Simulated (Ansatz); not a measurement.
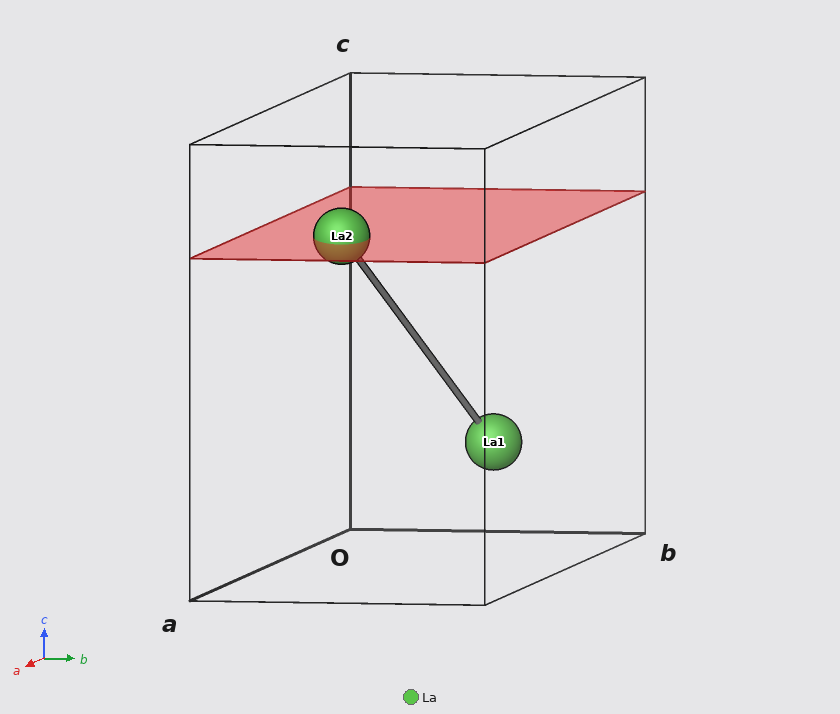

The shaded plane is a symmetry element of the crystal. Crystal: La, the end point of a relaxation with Ansatz, DFT, PBE, plane waves (420 eV) with PAW, scalar-relativistic; the starting structure was generated, so it need not be a known form of this composition. All values are computed from the atomic coordinates in the standard setting (tolerance 0.002 Å).

a = 3.779 Å, b = 3.779 Å, c = 6.096 Å, α = 90.00°, β = 90.00°, γ = 120.00°.

| atom | x | y | z |
| --- | --- | --- | --- |
| La1 | 0.3333 | 0.6667 | 0.2500 |
| La2 | 0.6667 | 0.3333 | 0.7500 |

Is it a mirror or a glide plane, and what is the operation?

Answer. It is a mirror plane, parallel to (0 0 1), through (1/2, 1/2, 3/4): x, y, z → x, y, −z+3/2.

Onto which atom does it carry each atom (up to whole multiples of a, b and c)?

Answer. La1 → La1, La2 → La2.
